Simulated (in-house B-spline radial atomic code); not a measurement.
# Ar⁵⁺: excited configurations

How much energy does it take to promote electrons of Ar⁵⁺ to other shells? Each configuration is solved by itself and compared with the reference.

Program: in-house B-spline radial atomic code version 1. Level of theory: non-relativistic HSE06, spin-polarised, spherical density, exact exchange averaged over the configuration, point nucleus, basis-set limit. These are calculated values, not measurements, unless marked.

**1. The system**

```
element       : argon (Z = 18)
charge        : +5
electrons     : 13
configuration : [Ne] 3s2 3p1
Hamiltonian   : non-relativistic
nucleus       : point
```

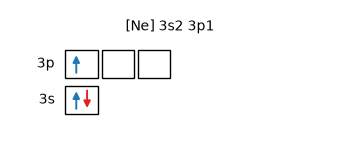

Occupation of the outer shells (arrows by Hund's rule).

Where spins are not typed, each open shell is filled with up spins first.

Settings, as recorded:

```ini
Z = 18
electrons = 13.0
configuration = [Ne] 3s2 3p1
hamiltonian = nr
method = hse06
spin_polarised = True
exact_exchange = averaged over the configuration
```

This reference run was done before. Its total energy is -519.390634 hartree, and its levels are (the highest eight at most):

| orbital | occupation | energy (eV) | <r> (bohr) |
| --- | --- | --- | --- |
| 1s down | 1 | -3230.40 | 0.08615 |
| 2s up | 1 | -394.43 | 0.4132 |
| 2s down | 1 | -394.06 | 0.4130 |
| 2p up | 3 | -327.39 | 0.3745 |
| 2p down | 3 | -326.84 | 0.3745 |
| 3s up | 1 | -101.00 | 1.223 |
| 3s down | 1 | -98.389 | 1.226 |
| 3p up | 1 | -84.586 | 1.282 |

**2. [Ne] 3s1 3p1 4p1**

Settings: those of step 1 with these lines changed.

```diff
@@ -2,3 +2,3 @@
 electrons = 13.0
-configuration = [Ne] 3s2 3p1
+configuration = [Ne] 3s1 3p1 4p1
 hamiltonian = nr
```

Run with:

```sh
> python run_scf.py task.json out
```

The settings of every run stand in task.json; they run in order.

The program writes no log. Results of the run, from its result record (rounded, main fields):

```text
{
  "status": "converged",
  "scf [iteration, energy, orbital gradient]": [
    [1, -513.735669985, 0.605],
    [2, -516.727605456, 0.193],
    [3, -517.09325534, 0.0656],
    [4, -517.139596903, 0.0224],
    [5, -517.144076992, 0.0118],
    [6, -517.144812422, 0.00605],
    [7, -517.14476088, 0.00105],
    [8, -517.144781484, 0.000239],
    [9, -517.144783069, 4.48e-05],
    [10, -517.144783111, 1.31e-05],
    [11, -517.144783118, 4.15e-06],
    [12, -517.144783119, 8.65e-07],
    [13, -517.144783119, 1.8e-07]
  ],
  "energy [hartree]": {"total": -517.14478312, "kinetic": 516.726181553, "nuclear": -1184.17616558, "coulomb": 178.164945273, "exact_exchange": -6.60153278094, "xc": -21.2582115819},
  "orbitals [hartree, bohr; first row names the columns]": [
    ["name", "occ", "eps", "<r>"],
    ["1s up", 1.0, -119.19684, 0.086149],
    ["1s down", 1.0, -119.15851, 0.086146],
    ["2s up", 1.0, -14.925455, 0.4128],
    ["2s down", 1.0, -14.873255, 0.41263],
    ["2p up", 3.0, -12.466398, 0.37385],
    ["2p down", 3.0, -12.41612, 0.37344],
    ["3s up", 1.0, -4.016159, 1.1941],
    ["3p up", 1.0, -3.0084465, 1.8227],
    ["4p up", 1.0, -1.8774332, 2.1254]
  ],
  "sum_r [bohr^k]": {"-1": 65.78756, "1": 8.381764, "2": 13.08766},
  "energy_minus_base [hartree]": 2.24585047
}
```

Run time: 0.39 s. Hardware: 1 thread, shared host.

energy_minus_base is the energy less that of the reference run.

**3. [Ne] 3s1 3p1 3d1**

Settings: those of step 2 with these lines changed.

```diff
@@ -2,3 +2,3 @@
 electrons = 13.0
-configuration = [Ne] 3s1 3p1 4p1
+configuration = [Ne] 3s1 3p1 3d1
 hamiltonian = nr
```

Main fields:

```text
{
  "status": "converged",
  "scf [iteration, energy, orbital gradient]": [
    [1, -514.554786647, 0.608],
    [2, -517.731130831, 0.196],
    [3, -518.030281956, 0.0691],
    [4, -518.067595717, 0.0239],
    [5, -518.072207776, 0.00753],
    [6, -518.072707422, 0.000138],
    [7, -518.072707492, 8.87e-06],
    [8, -518.072707493, 2.09e-07],
    [9, -518.072707493, 8.27e-09]
  ],
  "energy [hartree]": {"total": -518.072707493, "kinetic": 517.642643987, "nuclear": -1189.9604711, "coulomb": 182.368683384, "exact_exchange": -6.62697054445, "xc": -21.496593222},
  "orbitals [hartree, bohr; first row names the columns]": [
    ["name", "occ", "eps", "<r>"],
    ["1s up", 1.0, -118.86256, 0.086142],
    ["1s down", 1.0, -118.83114, 0.086141],
    ["2s up", 1.0, -14.567093, 0.41316],
    ["2s down", 1.0, -14.507005, 0.4127],
    ["2p up", 3.0, -12.108698, 0.37438],
    ["2p down", 3.0, -12.054341, 0.37344],
    ["3s up", 1.0, -3.7921323, 1.2168],
    ["3p up", 1.0, -3.1894744, 1.2726],
    ["3d up", 1.0, -2.2918568, 1.3505]
  ],
  "sum_r [bohr^k]": {"-1": 66.10892, "1": 7.081473, "2": 7.141387},
  "energy_minus_base [hartree]": 1.31792609
}
```

It took 0.32 s on 1 thread, shared host.

**4. [Ne] 3s2 3d1**

Settings: those of step 3 with these lines changed.

```diff
@@ -2,3 +2,3 @@
 electrons = 13.0
-configuration = [Ne] 3s1 3p1 3d1
+configuration = [Ne] 3s2 3d1
 hamiltonian = nr
```

Main fields:

```text
{
  "status": "converged",
  "scf [iteration, energy, orbital gradient]": [
    [1, -515.015678067, 0.565],
    [2, -518.162655218, 0.186],
    [3, -518.461169291, 0.0654],
    [4, -518.498309637, 0.0225],
    [5, -518.502864922, 0.00718],
    [6, -518.503365417, 6.91e-05],
    [7, -518.503365453, 7.83e-06],
    [8, -518.503365453, 1.82e-07],
    [9, -518.503365453, 5.63e-09]
  ],
  "energy [hartree]": {"total": -518.503365453, "kinetic": 518.050228367, "nuclear": -1191.0440041, "coulomb": 182.546808565, "exact_exchange": -6.64920160454, "xc": -21.407196682},
  "orbitals [hartree, bohr; first row names the columns]": [
    ["name", "occ", "eps", "<r>"],
    ["1s up", 1.0, -118.84604, 0.08614],
    ["1s down", 1.0, -118.84702, 0.08614],
    ["2s up", 1.0, -14.541038, 0.41297],
    ["2s down", 1.0, -14.525671, 0.41253],
    ["2p up", 3.0, -12.079801, 0.37425],
    ["2p down", 3.0, -12.066693, 0.37364],
    ["3s up", 1.0, -3.701297, 1.2233],
    ["3s down", 1.0, -3.6356184, 1.2241],
    ["3d up", 1.0, -2.229758, 1.3667]
  ],
  "sum_r [bohr^k]": {"-1": 66.16911, "1": 7.055484, "2": 7.061422},
  "energy_minus_base [hartree]": 0.887268134
}
```

It took 0.28 s on 1 thread, shared host.

**5. [He] 2s2 2p5 3s2 3p1 4s1**

Settings: those of step 4 with these lines changed.

```diff
@@ -2,3 +2,3 @@
 electrons = 13.0
-configuration = [Ne] 3s2 3d1
+configuration = [He] 2s2 2p5 3s2 3p1 4s1
 hamiltonian = nr
```

Main fields:

```text
{
  "status": "converged",
  "scf [iteration, energy, orbital gradient]": [
    [1, -504.111674511, 0.687],
    [2, -508.275529831, 0.189],
    [3, -508.535144766, 0.0692],
    [4, -508.572954043, 0.0255],
    [5, -508.578756, 0.00697],
    [6, -508.579165132, 0.000133],
    [7, -508.57916518, 1.04e-05],
    [8, -508.579165181, 7e-07],
    [9, -508.579165181, 1.42e-08]
  ],
  "energy [hartree]": {"total": -508.579165181, "kinetic": 508.164584039, "nuclear": -1156.33812975, "coulomb": 165.904693254, "exact_exchange": -5.99469600314, "xc": -20.3156167166},
  "orbitals [hartree, bohr; first row names the columns]": [
    ["name", "occ", "eps", "<r>"],
    ["1s up", 1.0, -120.87435, 0.08613],
    ["1s down", 1.0, -120.74325, 0.086051],
    ["2s up", 1.0, -15.963056, 0.40417],
    ["2s down", 1.0, -15.706448, 0.40584],
    ["2p up", 3.0, -13.616029, 0.36261],
    ["2p down", 2.0, -13.394488, 0.36431],
    ["3s up", 1.0, -4.1965762, 1.1515],
    ["3s down", 1.0, -4.0537864, 1.1607],
    ["3p up", 1.0, -3.5755832, 1.1893],
    ["4s up", 1.0, -1.7403038, 2.4803]
  ],
  "sum_r [bohr^k]": {"-1": 64.24101, "1": 8.780488, "2": 12.77674},
  "energy_minus_base [hartree]": 10.8114684
}
```

It took 0.28 s on 1 thread, shared host.

**6. Run with [Ne] 3s2 4d1**

Settings: those of step 5 with these lines changed.

```diff
@@ -2,3 +2,3 @@
 electrons = 13.0
-configuration = [He] 2s2 2p5 3s2 3p1 4s1
+configuration = [Ne] 3s2 4d1
 hamiltonian = nr
```

Main fields:

```text
{
  "status": "converged",
  "scf [iteration, energy, orbital gradient]": [
    [1, -513.89508242, 0.565],
    [2, -517.064966599, 0.184],
    [3, -517.314338833, 0.0657],
    [4, -517.347413769, 0.0233],
    [5, -517.351833066, 0.00699],
    [6, -517.35225368, 0.000103],
    [7, -517.352253705, 5.32e-06],
    [8, -517.352253705, 1.6e-07]
  ],
  "energy [hartree]": {"total": -517.352253705, "kinetic": 516.917428353, "nuclear": -1184.43179255, "coulomb": 177.977432356, "exact_exchange": -6.63227632033, "xc": -21.1830455483},
  "orbitals [hartree, bohr; first row names the columns]": [
    ["name", "occ", "eps", "<r>"],
    ["1s up", 1.0, -119.22363, 0.086142],
    ["1s down", 1.0, -119.22387, 0.086142],
    ["2s up", 1.0, -14.92137, 0.41251],
    ["2s down", 1.0, -14.915288, 0.41237],
    ["2p up", 3.0, -12.459993, 0.37367],
    ["2p down", 3.0, -12.454858, 0.37348],
    ["3s up", 1.0, -3.9332572, 1.1974],
    ["3s down", 1.0, -3.9238452, 1.1993],
    ["4d up", 1.0, -1.2120347, 3.0002]
  ],
  "sum_r [bohr^k]": {"-1": 65.80177, "1": 8.635536, "2": 14.98713},
  "energy_minus_base [hartree]": 2.03837988
}
```

Wall time 0.28 s (1 thread, shared host).

**7. Configuration [He] 2s2 2p5 3s2 3p1 4f1**

Settings: those of step 6 with these lines changed.

```diff
@@ -2,3 +2,3 @@
 electrons = 13.0
-configuration = [Ne] 3s2 4d1
+configuration = [He] 2s2 2p5 3s2 3p1 4f1
 hamiltonian = nr
```

Main fields:

```text
{
  "status": "converged",
  "scf [iteration, energy, orbital gradient]": [
    [1, -503.38558351, 0.69],
    [2, -507.604617837, 0.189],
    [3, -507.866406485, 0.0697],
    [4, -507.904425553, 0.0257],
    [5, -507.91025711, 0.00695],
    [6, -507.910666869, 0.000114],
    [7, -507.910666903, 7.76e-06],
    [8, -507.910666903, 2.47e-07],
    [9, -507.910666903, 1.19e-08]
  ],
  "energy [hartree]": {"total": -507.910666903, "kinetic": 507.497567085, "nuclear": -1154.21529143, "coulomb": 165.01315239, "exact_exchange": -5.94795604228, "xc": -20.2581389074},
  "orbitals [hartree, bohr; first row names the columns]": [
    ["name", "occ", "eps", "<r>"],
    ["1s up", 1.0, -120.96901, 0.086128],
    ["1s down", 1.0, -120.84364, 0.086047],
    ["2s up", 1.0, -16.031303, 0.40399],
    ["2s down", 1.0, -15.782377, 0.40558],
    ["2p up", 3.0, -13.689569, 0.36228],
    ["2p down", 2.0, -13.473074, 0.36399],
    ["3s up", 1.0, -4.2273286, 1.1523],
    ["3s down", 1.0, -4.0905276, 1.157],
    ["3p up", 1.0, -3.6110384, 1.1863],
    ["4f up", 1.0, -1.0781628, 2.7432]
  ],
  "sum_r [bohr^k]": {"-1": 64.12307, "1": 9.035456, "2": 14.33539},
  "energy_minus_base [hartree]": 11.4799667
}
```

It took 0.47 s on 1 thread, shared host.

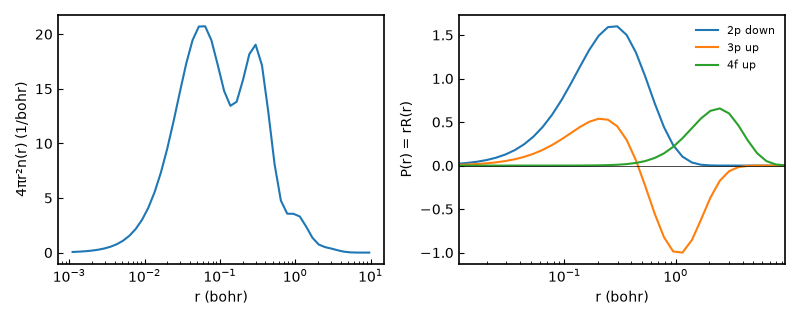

Radial density (left) and the radial functions of 2p down, 3p up, 4f up (right).

On the record's full grid the radial density has clear maxima near r = 0.064, 0.30 bohr.

X-ray form factor of the spherical density:

| sinθ/λ (1/Å) | f (electrons) |
| --- | --- |
| 0 | 13.000 |
| 0.1 | 12.110 |
| 0.2 | 10.554 |
| 0.3 | 9.198 |
| 0.4 | 8.050 |
| 0.6 | 6.380 |
| 0.8 | 5.198 |
| 1 | 4.170 |
| 1.4 | 2.617 |
| 1.8 | 1.813 |
| 2.5 | 1.298 |
| 4 | 0.839 |
| 6 | 0.417 |

**8. Energies above the reference**

| net move | configuration | 2|M_S|+1 | energy above the reference (eV) | largest <r> (bohr) |
| --- | --- | --- | --- | --- |
| 3p → 3d | [Ne] 3s2 3d1 | 2 | 24.144 | 1.37 |
| 3s → 3d | [Ne] 3s1 3p1 3d1 | 4 | 35.863 | 1.35 |
| 3p → 4d | [Ne] 3s2 4d1 | 2 | 55.467 | 3.00 |
| 3s → 4p | [Ne] 3s1 3p1 4p1 | 4 | 61.113 | 2.13 |
| 2p → 4s | [He] 2s2 2p5 3s2 3p1 4s1 | 4 | 294.20 | 2.48 |
| 2p → 4f | [He] 2s2 2p5 3s2 3p1 4f1 | 4 | 312.39 | 2.74 |

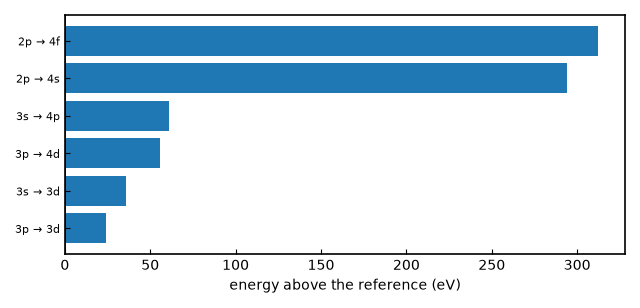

Energy of each configuration above the reference.

At the bottom stands 3p → 3d (24.144 eV), at the top 2p → 4f (312.39 eV). 2 of them lie more than 60 % above minus the reference's highest level (84.586 eV), in the range where a state can decay by emitting an electron. Two partly filled shells share a symmetry and can mix in the average, which may lower the energy, for: 3s → 4p. The reference has 2|M_S|+1 = 2; 4 of the configurations differ from it in spin. These are spherical averages at the typed spins, not spectroscopic levels.
